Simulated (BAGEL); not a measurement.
# One shape, several levels: SiH4S2 (SMILES S[SiH2]S)

Wanted: a comparison of 4 runs (B3LYP/6-31G*, B3LYP/def2-SVPD, PBE0/def2-SVPD, RI-MP2/def2-SVPD) of SiH4S2. 

Program for the calculation: BAGEL 1.2.2.

1 further run of the same task is left out (it didn't finish).

## Step 1: Starting point

SiH4S2: 7 atoms, total charge 0, spin state singlet. SMILES: `S[SiH2]S`. The coordinates come from a PBE0-D4/def2-TZVP relaxation. This is one conformer, not always the lowest.

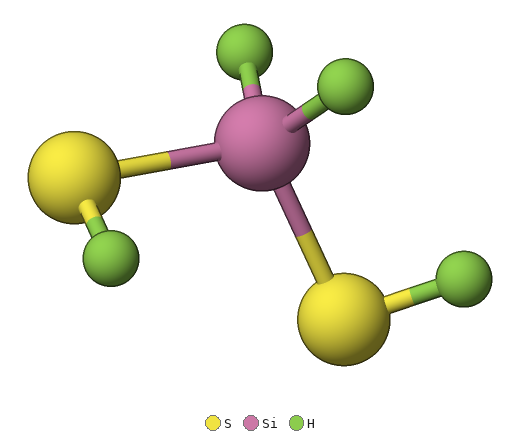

The structure, seen from a chosen angle (sulfur yellow, silicon pink, hydrogen green).

## Step 2: The energy at B3LYP/6-31G(d) (density fitting with qzvpp-jkfit, spherical functions) (run 1)

The input, input.json:

```json
{ "bagel" : [

{
  "title" : "molecule",
  "basis" : "6-31gs.json",
  "df_basis" : "qzvpp-jkfit",
  "angstrom" : "true",
  "geometry" : [
    { "atom" : "S", "xyz" : [      -1.440900,      -0.940100,      -0.544900 ] },
    { "atom" : "Si", "xyz" : [       0.000300,       0.422900,       0.249000 ] },
    { "atom" : "S", "xyz" : [       1.560800,      -0.688700,       1.171400 ] },
    { "atom" : "H", "xyz" : [      -1.898600,      -0.065600,      -1.458200 ] },
    { "atom" : "H", "xyz" : [       0.481300,       1.287400,      -0.857000 ] },
    { "atom" : "H", "xyz" : [      -0.535500,       1.264600,       1.345400 ] },
    { "atom" : "H", "xyz" : [       1.893800,      -1.348500,       0.048400 ] }
  ]
},

{
  "title" : "ks",
  "xc_func" : "b3lyp"
},

{
  "title" : "print",
  "file" : "orbitals.molden",
  "orbitals" : "true"
}

]}
```

The basis set 6-31G* is read from a file made from the Basis Set Exchange's data (not shown).

Run with:

```console
$ BAGEL_NUM_THREADS=1 BAGEL input.json > input.out
```

Output:

```text
* using 1 threads per process

  ===============================================================
  ===============================================================

  *** Geometry ***

[... 20 lines left out ...]
    * Removing 11472 points whose weight is below 1.00e-10
[... 2 lines left out ...]
  === Nuclear Repulsion ===
   195.3752361594

       - DIIS with orbital gradients will be used.

  === KS iteration (b3lyp / 6-31gs.json) ===
      0      -1071.25558107          0.13430123           0.29
      1      -1073.76907926          0.09024542           0.27
      2      -1078.28591853          0.10009320           0.27
[... 14 lines of this table left out ...]
     17      -1088.31777678          0.00000000           0.27
    * SCF iteration converged.

    * Permanent dipole moment:
           (    0.029909,    -0.458343,     0.592442) a.u.

    * METHOD: KS                                   5.34

    * METHOD: PRINT                                0.01

  ===============================================================
```

Wall time 6 s (1 thread of Arm Neoverse V1, shared host); peak memory 0.32 GiB.

## Step 3: The energy at B3LYP/def2-SVPD (density fitting with qzvpp-jkfit) (run 2)

The input, job.json:

```json
{ "bagel" : [

{
  "title" : "molecule",
  "basis" : "def2-svpd.json",
  "df_basis" : "qzvpp-jkfit",
  "angstrom" : true,
  "geometry" : [
    { "atom" : "S", "xyz" : [   -1.440900,   -0.940100,   -0.544900 ] },
    { "atom" : "Si", "xyz" : [    0.000300,    0.422900,    0.249000 ] },
    { "atom" : "S", "xyz" : [    1.560800,   -0.688700,    1.171400 ] },
    { "atom" : "H", "xyz" : [   -1.898600,   -0.065600,   -1.458200 ] },
    { "atom" : "H", "xyz" : [    0.481300,    1.287400,   -0.857000 ] },
    { "atom" : "H", "xyz" : [   -0.535500,    1.264600,    1.345400 ] },
    { "atom" : "H", "xyz" : [    1.893800,   -1.348500,    0.048400 ] }
  ]
},
{ "title" : "ks", "xc_func" : "b3lyp" },
{ "title" : "print", "file" : "orbitals.molden", "orbitals" : true }

]}
```

The basis set def2-SVPD is read from a file made from the Basis Set Exchange's data (not shown).

Run with:

```console
$ BAGEL_NUM_THREADS=1 BAGEL job.json > job.out
```

Output:

```text
* using 1 threads per process

  ===============================================================
  ===============================================================

  *** Geometry ***

[... 20 lines left out ...]
    * Removing 11472 points whose weight is below 1.00e-10
[... 2 lines left out ...]
  === Nuclear Repulsion ===
   195.3752361594

       - DIIS with orbital gradients will be used.

  === KS iteration (b3lyp / def2-svpd.json) ===
      0      -1068.56559672          0.07082323           0.51
      1      -1064.62156681          0.10690842           0.49
      2      -1075.22877003          0.07898575           0.49
[... 13 lines of this table left out ...]
     16      -1088.05817020          0.00000001           0.49
    * SCF iteration converged.

    * Permanent dipole moment:
           (    0.018389,    -0.335899,     0.450643) a.u.

    * METHOD: KS                                   8.86

    * METHOD: PRINT                                0.03

  ===============================================================
```

Run time: 9.3 s. Hardware: 1 thread of Arm Neoverse V1, shared host; peak memory 0.48 GiB.

Run 3 isn't shown in full; the table further down has it.

## Step 4: A single-point energy at RI-MP2/def2-SVPD (density fitting with qzvpp-jkfit) (run 4)

The input, calc.json:

```json
{ "bagel" : [

{
  "title" : "molecule",
  "basis" : "def2-svpd.json",
  "df_basis" : "qzvpp-jkfit",
  "angstrom" : true,
  "geometry" : [
    { "atom" : "S", "xyz" : [   -1.440900,   -0.940100,   -0.544900 ] },
    { "atom" : "Si", "xyz" : [    0.000300,    0.422900,    0.249000 ] },
    { "atom" : "S", "xyz" : [    1.560800,   -0.688700,    1.171400 ] },
    { "atom" : "H", "xyz" : [   -1.898600,   -0.065600,   -1.458200 ] },
    { "atom" : "H", "xyz" : [    0.481300,    1.287400,   -0.857000 ] },
    { "atom" : "H", "xyz" : [   -0.535500,    1.264600,    1.345400 ] },
    { "atom" : "H", "xyz" : [    1.893800,   -1.348500,    0.048400 ] }
  ]
},
{ "title" : "hf" },
{ "title" : "mp2", "ncore" : 15 }

]}
```

The basis set def2-SVPD is read from a file made from the Basis Set Exchange's data (not shown).

Run with:

```console
$ BAGEL_NUM_THREADS=1 BAGEL calc.json > calc.out
```

Output:

```text
* using 1 threads per process

  ===============================================================
  ===============================================================

  *** Geometry ***

[... 31 lines left out ...]
    * SCF iteration converged.
[... 1 line left out ...]
    * Permanent dipole moment:
[... 2 lines left out ...]
    * METHOD: HF                                   1.59

  *** RHF ***

  === Nuclear Repulsion ===
   195.3752361594

      * DIIS with orbital gradients will be used.

  === RHF iteration (def2-svpd.json) ===
      0      -1086.05048920          0.00000000           0.10
    * SCF iteration converged.

    * Permanent dipole moment:
           (    0.037568,    -0.410353,     0.514890) a.u.

  === DF-MP2 calculation ===

    * freezing 15 orbitals
    * 3-index integral transformation done
    * assembly done

      MP2 correlation energy:   -0.3890799552      0.05

      MP2 total energy:       -1086.4395691504

    * METHOD: MP2                                  0.27

  ===============================================================
```

Wall time 2.3 s (1 thread of Arm Neoverse V1, shared host); peak memory 0.14 GiB.

## Step 5: All runs side by side

```
run                                                                 level  frozen core orbitals   energy (Eh)  dipole moment (D)  HOMO energy (eV)  LUMO energy (eV)  wall time
  1  B3LYP/6-31G* (density fitting with qzvpp-jkfit, spherical functions)                     –  -1088.317777               1.91             -7.24              0.02        6 s
  2                    B3LYP/def2-SVPD (density fitting with qzvpp-jkfit)                     –  -1088.058170               1.43             -7.33             -0.48      9.3 s
  3                     PBE0/def2-SVPD (density fitting with qzvpp-jkfit)                     –  -1087.602060               1.49             -7.58             -0.23      9.3 s
  4                   RI-MP2/def2-SVPD (density fitting with qzvpp-jkfit)                    15  -1086.439569                  –                 –                 –      2.3 s
```

## Step 6: What came out

```
                                           quantity           value
                                run 4: total energy  -1086.43957 Eh
run 4: correlation energy (15 core orbitals frozen)      -389.1 mEh
```

**Reading.** Over runs 1, 2, 3 the dipole moment (its size) runs from 1.43 D (B3LYP/def2-SVPD) to 1.91 D (B3LYP/6-31G*). Over runs 1, 2, 3 the HOMO–LUMO gap runs from 6.86 eV (B3LYP/def2-SVPD) to 7.36 eV (PBE0/def2-SVPD). Totals of different functionals can't be ranked against each other. All runs together took 27 s, the longest 9.3 s.
